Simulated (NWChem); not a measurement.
**[PO3]− (metaphosphate (po31-) (8ci,9ci)) at TPSS-D2/6-31G(d) (density fitting with ahlrichs coulomb fitting, Cartesian functions, SMD dmso)**

Aim: the energy difference between two shapes of [PO3]− (metaphosphate (po31-) (8ci,9ci)) at TPSS-D2/6-31G* (density fitting with ahlrichs coulomb fitting, Cartesian functions, SMD dmso), from 2 runs. 

Program for the calculation: NWChem 7.3.0.

4 further runs of the same task are left out: 4 set aside as unsound or not needed.

**1. Starting point**

[PO3]−: 4 atoms, total charge -1, spin state singlet. As SMILES, `O=P(=O)[O-]`. The shape is that of a GFN2-xTB optimisation.

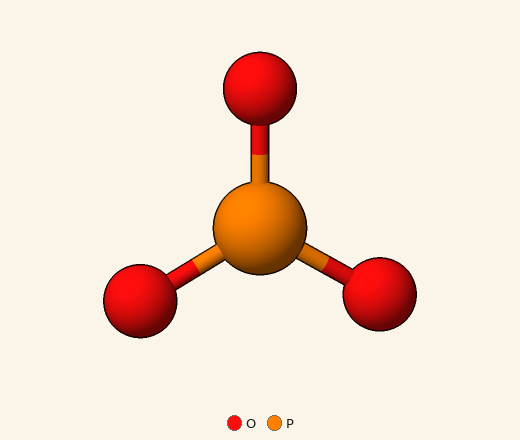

Viewed from a chosen angle; oxygen red, phosphorus orange.

**2. Energy and forces at TPSS-D2/6-31G(d) (density fitting with ahlrichs coulomb fitting, Cartesian functions, SMD dmso)**

test.nw

```
start test
title "O3P"
memory stack 880 mb heap 220 mb global 1100 mb
charge -1

geometry noautoz
  O     0.579960   -0.419440   -1.297400
  P     0.000330    0.000460   -0.000130
  O    -1.057020    1.037780    0.038020
  O     0.476740   -0.618790    1.259510
end

basis cartesian
  O library 6-31G*
  P library 6-31G*
end

basis "cd basis" spherical
  O library "ahlrichs coulomb fitting"
  P library "ahlrichs coulomb fitting"
end

cosmo
  do_cosmo_smd true
  solvent dmso
end

dft
  xc xtpss03 ctpss03
  disp vdw 2
  grid coarse
  convergence energy 1e-07
end

task dft gradient
```

Command:

```console
$ nwchem test.nw > test.out
```

The log of the run:

```text
[...]
 Group name             D3h
[...]
          Wavefunction type:  closed shell.
          No. of atoms     :     4
          No. of electrons :    40
[...]
          Charge           :    -1
          Spin multiplicity:     1
[...]
          AO basis - number of functions:    64
[...]
              XC Information
              --------------
                  TPSS metaGGA Exchange Functional  1.000
             TPSS03 metaGGA Correlation Functional  1.000
[...]
 d= 0,ls=0.0,diis     1   -566.9372881875 -7.35D+02  4.83D-02  1.73D+00     0.3
[...]
 d= 0,ls=0.0,diis     5   -567.2507889739 -4.49D-09  7.55D-07  2.03D-09     1.3
         Total DFT energy =     -567.250788973945
      One electron energy =    -1133.845345999612
           Coulomb energy =      441.402177370010
    Exchange-Corr. energy =      -49.481479228060
 Nuclear repulsion energy =      168.141792995101
    Dispersion correction =       -0.000831841814
[...]
  wavefunction    = closed shell
[...]
                         DFT ENERGY GRADIENTS
    atom               coordinates                        gradient
                 x          y          z           x          y          z
   1 O       2.704904  -0.724777   0.000000   -0.040540   0.010863   0.000000
   2 P       0.000000   0.000000   0.000000    0.000000   0.000000   0.000000
   3 O      -0.724777   2.704904   0.000000    0.010863  -0.040540  -0.000000
   4 O      -1.980127  -1.980127   0.000000    0.029677   0.029677   0.000000
[...]
```

It took 2 s on 1 thread of INTEL XEON PLATINUM 8581C at 2.30GHz (Emerald Rapids), shared host; peak memory 0.11 GiB.

**3. The distorted shape**

mymol.nw

```
START mymol
memory stack 880 mb heap 220 mb global 1100 mb
charge -1

GEOMETRY noautoz
  O        0.455509      -0.517904      -1.295665
  P        0.090604      -0.023551       0.015960
  O       -1.035426       1.169207       0.003043
  O        0.502064      -0.435014       1.085244
END

BASIS cartesian
  * library 6-31G*
END

BASIS "cd basis" spherical
  * library "ahlrichs coulomb fitting"
END

COSMO
  do_cosmo_smd true
  solvent dmso
END

DFT
  xc xtpss03 ctpss03
  disp vdw 2
  grid coarse
  convergence energy 1e-07
END

TASK dft gradient
```

Command:

```console
$ nwchem mymol.nw > mymol.out
```

The log of the run:

```text
[...]
          Wavefunction type:  closed shell.
          No. of atoms     :     4
          No. of electrons :    40
[...]
          Charge           :    -1
          Spin multiplicity:     1
[...]
          AO basis - number of functions:    64
[...]
              XC Information
              --------------
                  TPSS metaGGA Exchange Functional  1.000
             TPSS03 metaGGA Correlation Functional  1.000
[...]
 d= 0,ls=0.0,diis     1   -566.7682471992 -7.42D+02  5.28D-02  1.69D+00     0.4
[...]
 d= 0,ls=0.0,diis     7   -567.0759177075  5.98D-09  1.48D-06  2.69D-08     3.2
         Total DFT energy =     -567.075917707495
      One electron energy =    -1148.637923672315
           Coulomb energy =      448.998742244483
    Exchange-Corr. energy =      -49.673924084907
 Nuclear repulsion energy =      175.662740020227
    Dispersion correction =       -0.000647496984
[...]
  wavefunction    = closed shell
                         DFT ENERGY GRADIENTS
    atom               coordinates                        gradient
                 x          y          z           x          y          z
   1 O      -1.861180   1.993083  -0.012357    0.059311  -0.065377  -0.000770
   2 P       0.148176   0.134811   0.020105    0.730614   0.285087  -0.006750
   3 O      -0.824959  -2.808157  -0.009978   -0.024272  -0.067796  -0.002309
   4 O       2.408309   0.562304  -0.015362   -0.765653  -0.151914   0.009829
[...]
```

It took 4.5 s on 1 thread of INTEL XEON PLATINUM 8581C at 2.30GHz (Emerald Rapids), shared host; peak memory 0.11 GiB.

**4. Outcome**

At TPSS-D2/6-31G* (density fitting with ahlrichs coulomb fitting, Cartesian functions, SMD dmso):

| quantity | value |
| --- | --- |
| first shape: total energy | -567.25079 Eh |
| first shape: HOMO energy | -4.42 eV |
| first shape: LUMO energy | 0.54 eV |
| first shape: HOMO–LUMO gap (to an unbound level, set by the basis) | 4.96 eV |
| first shape: dispersion energy | -2.18 kJ/mol |
| first shape: solvent term in the energy | -232.6 kJ/mol |
| first shape: largest force on an atom | 2.158 eV/Å |
| distorted shape: total energy | -567.07592 Eh |
| distorted shape: HOMO energy | -3.76 eV |
| distorted shape: LUMO energy | 0.79 eV |
| distorted shape: HOMO–LUMO gap (to an unbound level, set by the basis) | 4.55 eV |
| distorted shape: dispersion energy | -1.70 kJ/mol |
| distorted shape: solvent term in the energy | -237.3 kJ/mol |
| distorted shape: largest force on an atom | 40.330 eV/Å |
| energy change with the atoms displaced | 4.758 eV |

**Reading.** With the atoms displaced the energy rises by 4.76 eV (459 kJ/mol). The first shape isn't relaxed at this level, so the change isn't measured from a minimum. The largest force (first shape) is 2.16 eV/Å: the shape isn't a stationary point for this species at this level.
